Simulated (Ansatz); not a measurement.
# Two runs on Co3

System: Co3, charge −1, multiplicity 7.
Method of run A: UKS PBE0-D4/def2-TZVPD (Ansatz 0.2.0).

The geometry comes from this level: r2SCAN-D4/def2-TZVPD. Text and figures count atoms from 1; the logs count them from 0 in places.

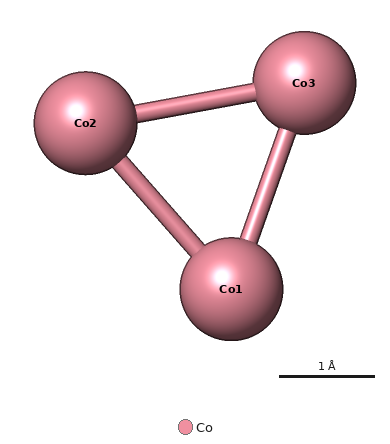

The structure (ball-and-stick view, seen on its broad side; atoms are numbered from 1 in the order of the input). Sticks mark near contacts.

Input, run A:
```yaml
crystal:
  periodic: [false, false, false]
  atoms:
    - {symbol: Co, position_ang: [0.927052, -0.954170, -0.037969]}
    - {symbol: Co, position_ang: [0.370324, 1.306958, -0.080020]}
    - {symbol: Co, position_ang: [-1.297365, -0.352788, 0.117989]}
basis:
  gaussian: {orbitals: def2-TZVPD, initial_orbitals: start.molden}
total_charge: -1
magnetization: {spin_polarized: true, initial_magnetization: 6}
hamiltonian: {xc: pbe0, dispersion: d4}
scf: {omitted_lower_state_checks: [starts]}
output: {orbitals: {seedname: orbitals}}
```

Launched with:
```bash
ansatz run in.yaml --threads 4 --pin off --events-out ev --progress --plain --max-ram 3916MiB
```

Hardware: 4 threads of Arm Neoverse V2, 23 GiB of memory available, shared host.

Output (run A):
```
Functional definition: PBE0
  parameter a = 0.25
  parameter kappa = 0.804
  parameter beta = 0.06672455060314922
  exchange = (1 - a)*pbe_x(kappa = kappa, mu = beta*pi^2/3) + a*exact_x
  correlation = pbe_c(beta = beta)
these checks for a lower state are left out or cut short: starts
1344 factors; integrals over basis functions are off by at most 4.3e-4 eV
mean field evaluation 1: about -112861.5704 eV, gradient 5.9e0 eV
mean field evaluation 2: about -112861.9442 eV, gradient 7.0e-1 eV
mean field evaluation 4: about -112862.1003 eV, gradient 3.1e-1 eV
mean field evaluation 8: about -112862.1017 eV, gradient 2.9e-4 eV
mean field evaluation 16: about -112862.1017 eV, gradient 6.5e-6 eV
mean field -112862.10171549 eV, -4147.6057373639 hartree, gradient 6.6e-6 eV, S^2 13.028136; 0 other end points of the search recorded, 0 dependent functions left out
reference -112862.10173865 eV, -4147.6057382153 hartree; 44, 38 occupied and 100, 106 virtual orbitals, 1344 factors
Total energy: -112862.17000460 eV, -4147.6082469427 hartree
Checks for a lower state left out: starts
```

For run B the input was changed thus:
```diff
-  gaussian: {orbitals: def2-TZVPD, initial_orbitals: start.molden}
+  gaussian: {orbitals: def2-SVPD, initial_orbitals: start.molden}
```

Predict how the results change.

The total energy of run B is 386.4 kcal/mol higher, which measures the change of basis and not a stability. The LUMO goes from 1.79 to 1.66 eV. The basis functions go from 144 to 102.

Output (run B):
```
Functional definition: PBE0
  parameter a = 0.25
  parameter kappa = 0.804
  parameter beta = 0.06672455060314922
  exchange = (1 - a)*pbe_x(kappa = kappa, mu = beta*pi^2/3) + a*exact_x
  correlation = pbe_c(beta = beta)
these checks for a lower state are left out or cut short: starts
1075 factors; integrals over basis functions are off by at most 8.0e-4 eV
mean field evaluation 1: about -112844.3484 eV, gradient 1.1e1 eV
mean field evaluation 2: about -112845.0138 eV, gradient 8.1e-1 eV
mean field evaluation 4: about -112845.1891 eV, gradient 4.3e-1 eV
mean field evaluation 8: about -112845.1953 eV, gradient 4.0e-2 eV
mean field evaluation 16: about -112845.2296 eV, gradient 7.4e-2 eV
mean field evaluation 32: about -112845.3426 eV, gradient 6.4e-2 eV
mean field -112845.34400661 eV, -4146.9899029214 hartree, gradient 4.0e-6 eV, S^2 13.114841; 0 other end points of the search recorded, 0 dependent functions left out
reference -112845.34402795 eV, -4146.9899037057 hartree; 44, 38 occupied and 58, 64 virtual orbitals, 1075 factors
Total energy: -112845.41229390 eV, -4146.9924124331 hartree
Checks for a lower state left out: starts
```

The two runs side by side:

| quantity | run A | run B |
| --- | --- | --- |
| outcome | converged | converged |
| total energy (hartree) | −4147.608247 | −4146.992412 |
| HOMO (eV) | 0.31 | 0.28 |
| LUMO (eV) | 1.79 | 1.66 |
| ⟨S²⟩ | 13.028 | 13.115 |
| basis functions | 144 | 102 |
| wall time (shared host) | 30 s | 33 s |

For both runs: The highest filled orbital lies above zero: either the extra electron isn't bound at this level, or the self-interaction error of the functional lifts the level.
